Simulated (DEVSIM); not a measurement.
Structure: abrupt Ge n-p junction, at 400 K.

```tsv
layer (left to right)	material	thickness (μm)	Nd (cm⁻³)	Na (cm⁻³)	τn (s)	τp (s)
1	Ge	1.40	2.1e18	-	2.8e-7	2.8e-7
2	Ge	6.90	-	7.5e17	2.8e-7	2.8e-7
```

Left contact: ohmic. Right contact: ohmic. Voltage is applied to the left contact. Recombination: SRH at mid-gap, Auger. Mobility is μmin + (μ − μmin)/(1 + (N/Nref)^α).

The device is made up for the run: typed textbook-type constants, with dimensions and the other settings drawn at random. Values at 300 K; Nc and Nv go as T^1.5, mobilities as T to minus their exponent, the gap by Varshni's rule with the affinity fixed.

```tsv
parameter	Ge
gap (eV)	0.664
affinity (eV)	4
permittivity	16
Nc (cm⁻³)	1.04e19
Nv (cm⁻³)	6e18
μn (cm²/Vs)	3900
μp (cm²/Vs)	1900
μn,min	150
μp,min	100
Nref,n	2.6e17
Nref,p	4e17
αn	0.56
αp	0.6
T exponent of μn	1.66
T exponent of μp	2.33
Cn (cm⁶/s)	1e-31
Cp (cm⁶/s)	1e-31
Varshni α (eV/K)	0.000477
Varshni β (K)	235
```

Model (solved in DEVSIM): 1D drift-diffusion, Boltzmann statistics, complete ionisation; no tunnelling, impact ionisation, image-force lowering or self-heating.

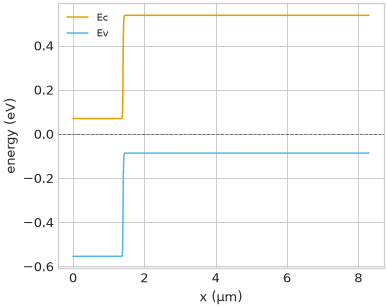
*Band edges at zero bias*

Energies count from the Fermi level of the right contact; mesh points crowd at the junctions.

| x (μm) | Ec (eV) | Ev (eV) | n (cm⁻³) | p (cm⁻³) | field (V/cm) |
|---|---|---|---|---|---|
| 0.000 | 0.070 | -0.554 | 2.1e18 | 9.7e11 | ≈ 0 |
| 0.02569 | 0.070 | -0.554 | 2.1e18 | 9.7e11 | ≈ 0 |
| 0.07789 | 0.070 | -0.554 | 2.1e18 | 9.7e11 | ≈ 0 |
| 0.1923 | 0.070 | -0.554 | 2.1e18 | 9.7e11 | ≈ 0 |
| 0.5343 | 0.070 | -0.554 | 2.1e18 | 9.7e11 | ≈ 0 |
| 0.9549 | 0.070 | -0.554 | 2.1e18 | 9.7e11 | ≈ 0 |
| 1.194 | 0.070 | -0.554 | 2.1e18 | 9.7e11 | ≈ 0 |
| 1.335 | 0.070 | -0.554 | 2.1e18 | 9.7e11 | ≈ 0 |
| 1.382 | 0.073 | -0.551 | 1.9e18 | 1.0e12 | 7500 |
| 1.404 | 0.302 | -0.322 | 2.5e15 | 8.1e14 | 180000 |
| 1.435 | 0.532 | -0.092 | 3.2e12 | 6.4e17 | 8700 |
| 1.532 | 0.537 | -0.087 | 2.7e12 | 7.5e17 | ≈ 0 |
| 1.699 | 0.537 | -0.087 | 2.7e12 | 7.5e17 | ≈ 0 |
| 2.047 | 0.537 | -0.087 | 2.7e12 | 7.5e17 | ≈ 0 |
| 3.225 | 0.537 | -0.087 | 2.7e12 | 7.5e17 | ≈ 0 |
| 5.120 | 0.537 | -0.087 | 2.7e12 | 7.5e17 | ≈ 0 |
| 6.780 | 0.537 | -0.087 | 2.7e12 | 7.5e17 | ≈ 0 |
| 7.580 | 0.537 | -0.087 | 2.7e12 | 7.5e17 | ≈ 0 |
| 8.043 | 0.537 | -0.087 | 2.7e12 | 7.5e17 | ≈ 0 |
| 8.194 | 0.537 | -0.087 | 2.7e12 | 7.5e17 | ≈ 0 |
| 8.261 | 0.537 | -0.087 | 2.7e12 | 7.5e17 | ≈ 0 |
| 8.300 | 0.537 | -0.087 | 2.7e12 | 7.5e17 | ≈ 0 |
